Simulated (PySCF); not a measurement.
# AlHF (SMILES [F][AlH]): UCCSD(T)/ma-def2-SVP

What is the vertical doublet–quartet gap of AlHF at UCCSD(T)/ma-def2-SVP? The job is set up through a Python script.

The calculation is run with PySCF 2.14.0.

## Step 1: The system as given

The species is AlHF (3 atoms), meant as a doublet with charge 0. As SMILES, `[F][AlH]`. The coordinates come from a PBE0-D4/def2-TZVP relaxation.

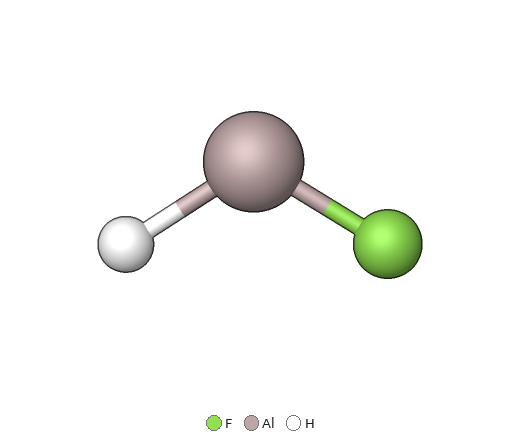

Viewed from a chosen angle; fluorine green, aluminium light grey, hydrogen white.

## Step 2: The energy at UCCSD(T)/ma-def2-SVP

input.py reads:

```python
# [F][AlH]
from pyscf import gto, cc

mol = gto.M(
    atom='F 0.907100 0.893200 0.585600; Al -0.432500 0.318000 -0.199500; H -0.485400 -1.276100 -0.399300',
    charge=0,
    max_memory=1860,
    basis='ma-def2-svp',
    verbose=4,
    spin=1,
)

calc0 = mol.UHF()
calc0.conv_tol = 1e-10
calc0.kernel()
if not calc0.converged:
    calc0 = calc0.newton().run(calc0.mo_coeff, calc0.mo_occ)

mycc = cc.CCSD(calc0, frozen=6)
mycc.kernel()
e_t = mycc.ccsd_t()
etot = mycc.e_tot + e_t
print(f'total energy: {etot:.8f} hartree')
```

Run with:

```console
OMP_NUM_THREADS=1 python input.py
```

The program printed:

```text
PySCF version 2.14.0

[INPUT] num. atoms = 3
[INPUT] num. electrons = 23
[INPUT] charge = 0
[INPUT] spin (= nelec alpha-beta = 2S) = 1
[INPUT] symmetry False subgroup None
[INPUT] Mole.unit = angstrom
[INPUT] Symbol           X                Y                Z      unit          X                Y                Z       unit  Magmom
[INPUT]  1 F      0.907100000000   0.893200000000   0.585600000000 AA    1.714170567593   1.687903374462   1.106623618545 Bohr   0.0
[INPUT]  2 Al    -0.432500000000   0.318000000000  -0.199500000000 AA   -0.817306548874   0.600932907612  -0.377000361851 Bohr   0.0
[INPUT]  3 H     -0.485400000000  -1.276100000000  -0.399300000000 AA   -0.917273060864  -2.411479507557  -0.754567641539 Bohr   0.0

nuclear repulsion = 43.3969465141513
number of shells = 20
number of NR pGTOs = 72
number of NR cGTOs = 42
basis = ma-def2-svp
ecp = {}

******** <class 'pyscf.scf.uhf.UHF'> ********
method = UHF
initial guess = minao
damping factor = 0
level_shift factor = 0
DIIS = <class 'pyscf.scf.diis.CDIIS'>
diis_start_cycle = 1
diis_space = 8
diis_damp = 0
SCF conv_tol = 1e-10
SCF conv_tol_grad = None
SCF max_cycles = 50
direct_scf = True
direct_scf_tol = 1e-13
number electrons alpha = 12  beta = 11
Set gradient conv threshold to 1e-05
init E= -341.522159226883
[... the frontier-level lines of each cycle are left out ...]

cycle= 1 E= -341.746383883443  delta_E= -0.224  |g|= 0.352  |ddm|= 1.15
cycle= 2 E= -341.792262903614  delta_E= -0.0459  |g|= 0.244  |ddm|= 0.467
cycle= 3 E= -341.813054057773  delta_E= -0.0208  |g|= 0.032  |ddm|= 0.157
cycle= 4 E= -341.815438510464  delta_E= -0.00238  |g|= 0.011  |ddm|= 0.127
cycle= 5 E= -341.815819530689  delta_E= -0.000381  |g|= 0.00505  |ddm|= 0.056
cycle= 6 E= -341.815908290512  delta_E= -8.88e-05  |g|= 0.00261  |ddm|= 0.0264
cycle= 7 E= -341.815934589822  delta_E= -2.63e-05  |g|= 0.000715  |ddm|= 0.0164
cycle= 8 E= -341.815936095484  delta_E= -1.51e-06  |g|= 0.000187  |ddm|= 0.00365
cycle= 9 E= -341.815936196069  delta_E= -1.01e-07  |g|= 6.09e-05  |ddm|= 0.00114
cycle= 10 E= -341.815936206552  delta_E= -1.05e-08  |g|= 1.34e-05  |ddm|= 0.000394
cycle= 11 E= -341.815936206971  delta_E= -4.18e-10  |g|= 3.54e-06  |ddm|= 7.49e-05
cycle= 12 E= -341.815936206992  delta_E= -2.13e-11  |g|= 1.47e-06  |ddm|= 1.31e-05
Extra cycle  E= -341.815936206995  delta_E= -3.07e-12  |g|= 8.69e-07  |ddm|= 3.15e-06
converged SCF energy = -341.815936206995  <S^2> = 0.75663795  2S+1 = 2.006627

******** <class 'pyscf.cc.uccsd.UCCSD'> ********
CC2 = 0
CCSD nocc = (np.int64(6), np.int64(5)), nmo = (36, 36)
frozen orbitals 6
max_cycle = 50
direct = 0
conv_tol = 1e-07
conv_tol_normt = 1e-06
diis_space = 6
diis_start_cycle = 0
diis_start_energy_diff = 1e+09
Init t2, MP2 energy = -0.233006719046174
Init E_corr(UCCSD) = -0.233006719046758
cycle = 1  E_corr(UCCSD) = -0.233912439053089  dE = -0.000905720006  norm(t1,t2) = 0.0766869
cycle = 2  E_corr(UCCSD) = -0.241317994121655  dE = -0.00740555507  norm(t1,t2) = 0.027053
cycle = 3  E_corr(UCCSD) = -0.241605278884906  dE = -0.000287284763  norm(t1,t2) = 0.0173178
cycle = 4  E_corr(UCCSD) = -0.243497341206059  dE = -0.00189206232  norm(t1,t2) = 0.00906484
cycle = 5  E_corr(UCCSD) = -0.243491129174421  dE = 6.21203164e-06  norm(t1,t2) = 0.00296403
cycle = 6  E_corr(UCCSD) = -0.243386729116964  dE = 0.000104400057  norm(t1,t2) = 0.0015099
cycle = 7  E_corr(UCCSD) = -0.243418107185382  dE = -3.13780684e-05  norm(t1,t2) = 0.000505333
cycle = 8  E_corr(UCCSD) = -0.243424281258476  dE = -6.17407309e-06  norm(t1,t2) = 0.000171093
cycle = 9  E_corr(UCCSD) = -0.243426721752198  dE = -2.44049372e-06  norm(t1,t2) = 7.56501e-05
cycle = 10  E_corr(UCCSD) = -0.243425817942501  dE = 9.03809697e-07  norm(t1,t2) = 2.52365e-05
cycle = 11  E_corr(UCCSD) = -0.243425620543642  dE = 1.97398859e-07  norm(t1,t2) = 7.54606e-06
cycle = 12  E_corr(UCCSD) = -0.243425507495272  dE = 1.1304837e-07  norm(t1,t2) = 3.65658e-06
cycle = 13  E_corr(UCCSD) = -0.243425459904896  dE = 4.75903763e-08  norm(t1,t2) = 1.46732e-06
cycle = 14  E_corr(UCCSD) = -0.243425449714112  dE = 1.01907836e-08  norm(t1,t2) = 6.21093e-07
UCCSD converged
E(UCCSD) = -342.059361656709  E_corr = -0.243425449714112
UCCSD(T) correction = -0.00434739960478708
total energy: -342.06370906 hartree
```

It took 2.8 s on 1 thread of Arm Neoverse V1, shared host; peak memory 0.19 GiB.

## Step 3: The quartet at the same level

run.py reads:

```python
from pyscf import gto, cc

mol = gto.M(
    atom='F 0.907100 0.893200 0.585600; Al -0.432500 0.318000 -0.199500; H -0.485400 -1.276100 -0.399300',
    basis='ma-def2-svp',
    charge=0,
    verbose=3,
    max_memory=1860,
    spin=3,
)

myscf = mol.UHF()
myscf.conv_tol = 1e-10
myscf.kernel()
if not myscf.converged:
    myscf = myscf.newton().run(myscf.mo_coeff, myscf.mo_occ)

mycc = cc.CCSD(myscf, frozen=6)
mycc.kernel()
e_t = mycc.ccsd_t()
e_final = mycc.e_tot + e_t
print('E(%s) = %.9f' % ('CCSD(T)', e_final))
```

Run with:

```console
OMP_NUM_THREADS=1 python run.py
```

The program printed:

```text
WARN: HOMO 0.00696585586098086 >= LUMO -0.463033804903231

WARN: HOMO -0.242651818430452 >= LUMO -0.260947396788804

converged SCF energy = -341.62469695535  <S^2> = 3.7507263  2S+1 = 4.0003631
E(UCCSD) = -341.8470005623948  E_corr = -0.2223036070445884
UCCSD(T) correction = -0.00421884079019779
E(CCSD(T)) = -341.851219403
```

It took 3 s on 1 thread of Arm Neoverse V1, shared host; peak memory 0.19 GiB.

## Step 4: Results

At UCCSD(T)/ma-def2-SVP, 6 core orbitals frozen:

```
                                                           quantity          value
                                              doublet: total energy  -342.06371 Eh
                      doublet: dipole moment (Hartree–Fock density)         2.10 D
doublet: HOMO energy (Hartree–Fock orbitals) (highest over α and β)       -8.90 eV
 doublet: LUMO energy (Hartree–Fock orbitals) (lowest over α and β)        0.26 eV
               doublet: correlation energy (6 core orbitals frozen)     -247.8 mEh
                                            doublet: (T) correction      -4.35 mEh
                         doublet: ⟨S²⟩ of the reference determinant          0.757
                                             doublet: T1 diagnostic          0.019
                                              quartet: total energy  -341.85122 Eh
                      quartet: dipole moment (Hartree–Fock density)         3.73 D
quartet: HOMO energy (Hartree–Fock orbitals) (highest over α and β)       -6.72 eV
 quartet: LUMO energy (Hartree–Fock orbitals) (lowest over α and β)       -3.40 eV
               quartet: correlation energy (6 core orbitals frozen)     -226.5 mEh
                                            quartet: (T) correction      -4.22 mEh
                         quartet: ⟨S²⟩ of the reference determinant          3.751
                                             quartet: T1 diagnostic          0.021
                   vertical energy of the quartet above the doublet       5.782 eV
```

**Reading.** At this shape the quartet lies 5.78 eV (558 kJ/mol) above the doublet. Mulliken charges (doublet) of the mean-field density run from -0.40 on F1 to +0.56 on Al2; they depend strongly on the basis. The triples (doublet) make up 1.8 % of the correlation energy. Mulliken charges (quartet) of the mean-field density run from -0.34 on F1 to +0.23 on H3. The triples (quartet) make up 1.9 % of the correlation energy.
